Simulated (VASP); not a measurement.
Band structure of SnO (litharge). Level of theory: AM05 GGA, VASP's PBE PAW potentials (set 64) (plane waves; VASP).

Without a dispersion term in the relaxation, distances and binding between the weakly bound layers, chains or molecules are unreliable, and so is what depends on them. Unless said otherwise, spin-orbit coupling is left out, though it shifts the bands of the heavy elements here.

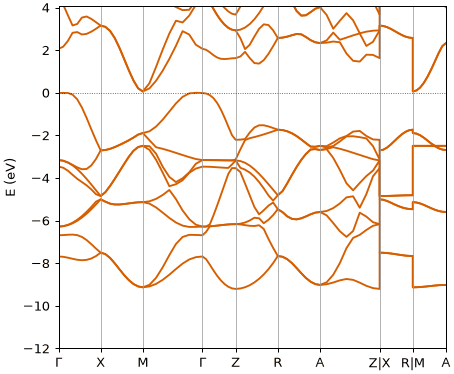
Figure: Bands along high-symmetry lines, zero at the valence-band maximum or, without a gap, the Fermi level

Question: Read the plot: is there a gap, and where are the band edges?

Answer: The gap is indirect, 0.06 eV, from the valence maximum at M-Γ at 0.89 to the conduction minimum at M. (Edges off the drawn lines would not show.)

Measured: gap 0.70 eV (computed value off by -0.64 eV), as given by David Waroquiers et al., Physical Review B (2013), arXiv:1302.6756.

The compound is SnO in the litharge structure. It was relaxed first.
